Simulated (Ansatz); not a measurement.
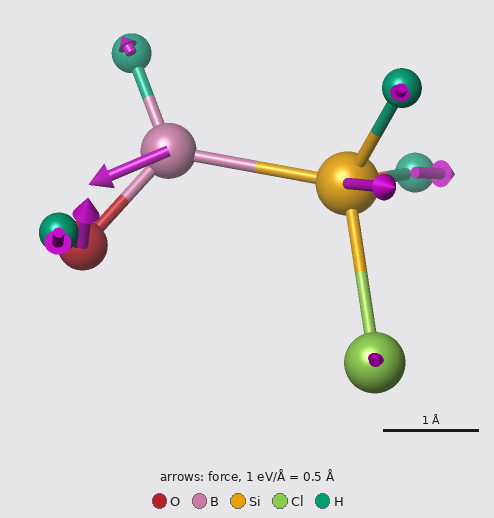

Starting geometry of BSiH4OCl with the computed forces as purple arrows. The picture is a ball-and-stick view, seen at a tilt.

The run prepares an end point of a later path (torsion) calculation, from a guessed geometry.

These are results of RKS B3LYP-D4/6-31G* in Ansatz 0.2.0, not measurements.

The input:
```yaml
crystal:
  periodic: [false, false, false]
  atoms:
    - { symbol: O, position_ang: [-1.4678, 1.2207, 0.0365] }
    - { symbol: B, position_ang: [-0.2327, 0.7592, 0.4934] }
    - { symbol: Si, position_ang: [0.6767, -0.5986, -0.533] }
    - { symbol: Cl, position_ang: [-0.5132, -1.17848, -2.17369] }
    - { symbol: H, position_ang: [-2.1845, 0.6652, 0.4311] }
    - { symbol: H, position_ang: [0.2449, 1.2029, 1.488] }
    - { symbol: H, position_ang: [0.8218, -1.84812, 0.31897] }
    - { symbol: H, position_ang: [1.97317, -0.17506, -0.94129] }
basis:
  gaussian: { orbitals: "6-31G*" }
hamiltonian:
  xc: b3lyp
  dispersion: d4
relax:
  f_tol: 0.015
  max_steps: 40
```

Command:
```bash
ansatz run input.yaml --threads 1 --pin off --max-ram 2048MiB --backend cpu --events-out ev --progress --plain --runs-dir out
```

What follows when this structure is relaxed?

Answer. It isn't relaxed: the largest force vector, on Si3, is 2.05 eV/Å. The final displacements follow the starting forces only in part (cosine between the two patterns 0.30). After 12 geometry steps the energy has fallen by 24.1 kcal/mol. Largest force component: 2 eV/Å at the start, 0.011 eV/Å at the end. H5 moves most after the best rigid fit: 0.87 Å. By element the largest moves are H 0.87 Å, O 0.37 Å, Cl 0.35 Å, B 0.21 Å, Si 0.10 Å. Among the contacts that change: B2–Si3 1.930 → 2.037 Å, Si3–H8 1.424 → 1.487 Å, O1–B2 1.395 → 1.348 Å, Si3–H7 1.519 → 1.486 Å. Bond angles that change, for instance: B2–Si3–Cl4 110.0° → 104.2°, B2–Si3–H7 109.0° → 114.6°, Cl4–Si3–H8 111.9° → 107.1°. Groups turn about O1–B2 by about 90°. Cost: 29 s on 1 thread of Intel(R) Xeon(R) 6975P-C (Granite Rapids), with other jobs on the host, peak memory 0.17 GiB.
